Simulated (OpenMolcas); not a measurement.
```
&GATEWAY
Basis set
Fe.ANO-RCC-VDZP.
Fe1 0.0 0.0 0.0 Angstrom
End of basis
Basis set
F.ANO-RCC-VDZP.
L1 1.931000 0.000000 0.000000 Angstrom
L2 0.000000 1.931000 0.000000 Angstrom
L3 0.000000 0.000000 1.931000 Angstrom
End of basis
Basis set
Zn.EMB-AIMP.Lopez-Moraza.11s8p.1s1p.ECP.KZnF3.
PseudoCharge
* 3 symmetry-unique lattice sites within 7.6 angstrom
End of basis
Basis set
K.EMB-AIMP.Lopez-Moraza.0s.0s.ECP.KZnF3.
PseudoCharge
* 16 symmetry-unique lattice sites within 7.6 angstrom
End of basis
Basis set
Zn.EMB-AIMP.Lopez-Moraza.0s.0s.ECP.KZnF3.
PseudoCharge
* 10 symmetry-unique lattice sites within 7.6 angstrom
End of basis
Basis set
F.EMB-AIMP.Lopez-Moraza.0s.0s.ECP.KZnF3.
PseudoCharge
* 39 symmetry-unique lattice sites within 7.6 angstrom
End of basis
Symmetry
XYZ
AngMom=0.0 0.0 0.0
AMFI
RICD
XField
1521 Angstrom 0
* Evjen-weighted lattice charges
&SEWARD
&RASSCF
FileOrb=start.orb
Symmetry=1
Spin=5
nActEl=6 0 0
Inactive=18 21
Ras2=5 0
CIRoot=5 5 1
SDav=5
CIMx=300
Iter=150 100
PrWF=0.3
OrbListing=Nothing
MaxOrb=0
LevShft=1.0
>>> COPY $Project.JobIph JOB001
&RASSCF
FileOrb=start.orb
Symmetry=1
Spin=3
nActEl=6 0 0
Inactive=18 21
Ras2=5 0
CIRoot=45 45 1
SDav=45
CIMx=300
Iter=150 100
PrWF=0.3
OrbListing=Nothing
MaxOrb=0
LevShft=1.0
>>> COPY $Project.JobIph JOB002
&RASSCF
FileOrb=start.orb
Symmetry=1
Spin=1
nActEl=6 0 0
Inactive=18 21
Ras2=5 0
CIRoot=50 50 1
SDav=50
CIMx=300
Iter=150 100
PrWF=0.3
OrbListing=Nothing
MaxOrb=0
LevShft=1.0
>>> COPY $Project.JobIph JOB003
&RASSI
NrOfJobIphs=3 5 45 50
1 2 3 4 5
1 2 3 4 5 6 7 8 9 10 11 12 13 14 15 16 17 18 19 20 21 22 23 24 25 26 27
28 29 30 31 32 33 34 35 36 37 38 39 40 41 42 43 44 45
1 2 3 4 5 6 7 8 9 10 11 12 13 14 15 16 17 18 19 20 21 22 23 24 25 26 27
28 29 30 31 32 33 34 35 36 37 38 39 40 41 42 43 44 45 46 47 48 49 50
IphNames
JOB001
JOB002
JOB003
EJob
SpinOrbit
DIPRint=1.0
SOCoupling=1000.0
Subsets=2
Property=9
'ANGMOM' 1 'ANGMOM' 2 'ANGMOM' 3 'MLTPL  1' 1 'MLTPL  1' 2 'MLTPL  1' 3
'AMFI' 1 'AMFI' 2 'AMFI' 3
SOProperty=3
'ANGMOM' 1 'ANGMOM' 2 'ANGMOM' 3
>>> COPY JOB001 $Project.JobIph
&CASPT2
Multistate=5 1 2 3 4 5
NoMult
Frozen=5 6
IPEA=0.25
Imaginary=0.1
MaxIter=60
WThr=0.0 0.3 0.05
PrWF=0.5
NoMix
>>> COPY JOB002 $Project.JobIph
&CASPT2
Multistate=45 1 2 3 4 5 6 7 8 9 10 11 12 13 14 15 16 17 18 19 20 21 22
23 24 25 26 27 28 29 30 31 32 33 34 35 36 37 38 39 40 41 42 43 44 45
NoMult
Frozen=5 6
IPEA=0.25
Imaginary=0.1
MaxIter=60
WThr=0.0 0.3 0.05
PrWF=0.5
NoMix
>>> COPY JOB003 $Project.JobIph
&CASPT2
Multistate=50 1 2 3 4 5 6 7 8 9 10 11 12 13 14 15 16 17 18 19 20 21 22
23 24 25 26 27 28 29 30 31 32 33 34 35 36 37 38 39 40 41 42 43 44 45 46
47 48 49 50
NoMult
Frozen=5 6
IPEA=0.25
Imaginary=0.1
MaxIter=60
WThr=0.0 0.3 0.05
PrWF=0.5
NoMix
```

Launched with:
```bash
OMP_NUM_THREADS=1 MOLCAS_MEM=2457 MOLCAS_PROJECT=a pymolcas a.inp > a.log  # once for each step of the input, in one work folder
```

The CASPT2 energies were then put on the diagonal of the RASSI spin-orbit matrix.

Computed with OpenMolcas: state-averaged SS-CASPT2, IPEA shift 0.25, imaginary shift 0.1 hartree, closed shells 3s 3p correlated, active space 6 electrons in the shell 3d, basis ANO-RCC-VDZP on all atoms, DKH2 scalar Hamiltonian, spin-orbit coupling by RASSI with atomic mean-field integrals.

Fe²⁺ (3d⁶) as a dopant in KZnF₃, a cluster with its 6 nearest F⁻ at 1.931 Å (octahedron) embedded in model potentials and point charges; the geometry was set, not optimised. The cluster and the levels that result:

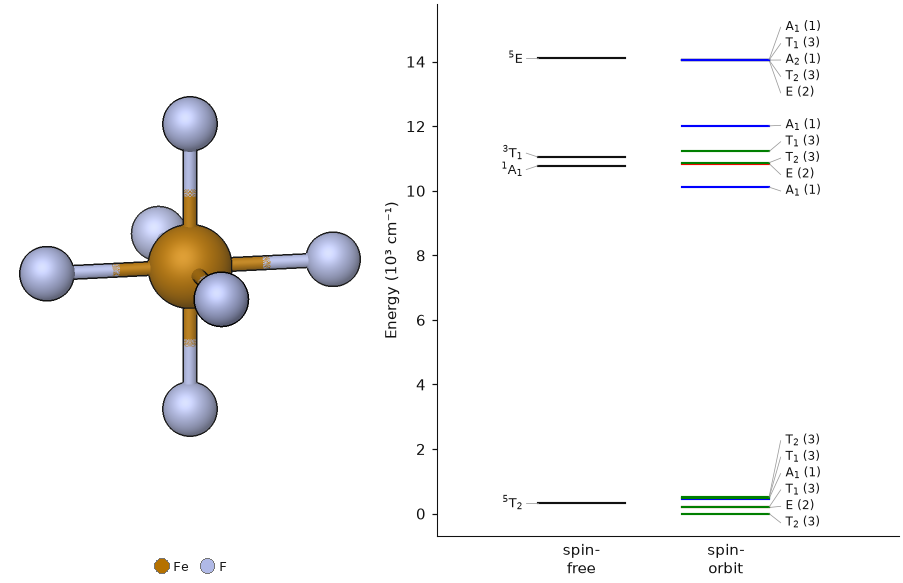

Labels give the representation in O, Td, D4 or D3 as the site allows (double group for half-integer spin) where it could be assigned and, in brackets, the degeneracy; spin-free states, where drawn, share the zero of the spin-orbit levels.

The ground level is T₂, 3-fold degenerate, 100 % from states of spin multiplicity 5. The next level lies at 191 cm⁻¹ (E). The lowest spin-free state is ⁵T₂, from the free-ion D term; of the same spin there follows at 13,800 cm⁻¹ (⁵E) above it.

Limits of the model: small active space favours high spin, ground spin may be wrong; single d shell for a late 3d ion, CASPT2 field may be too large; the geometry is set by hand, with no relaxation and no charge compensation.
